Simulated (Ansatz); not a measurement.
The parent structure is NiO in the rock salt structure (space group Fm-3m, No. 225; a = 4.2042 Å; ferromagnetic).

The change: the moments start antiparallel in the pattern ↑↓ in a 4-atom cell (cell doubled with q = (0, 0, 1/2) in the reciprocal basis of the base), and the cell is relaxed again.

Level of theory: DFT with PBEsol+U (U_eff on d states: Ni 6.20 eV), PAW potentials and a 420 eV plane-wave cutoff in Ansatz (a first-principles code), no SOC.

The zone is the changed cell's own and can be folded.

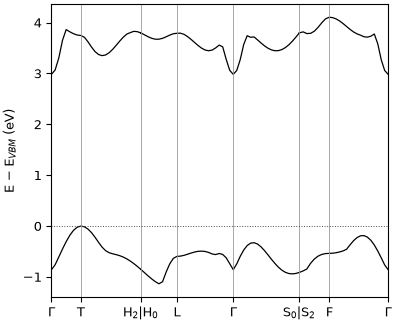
*Highest valence and lowest conduction band along the path of the changed cell's own zone*

### Question
Read the changed gap and its character from the plot.

### Answer
About 3.0 eV, indirect, T → Γ.

The magnetic state is the one reached from the starting moments; the real material's order can differ, and small cells can't hold many antiferromagnetic ones. Whether these cells are dynamically stable was not tested. A gap here joins edges of opposite spin (a spin-flip gap). In its common phase, real NiO is an antiferromagnetic insulator at low temperature. The U values are a database's picks, fitted on other projectors than the ortho-atomic ones used here. k-point labels follow each cell's own Brillouin zone.
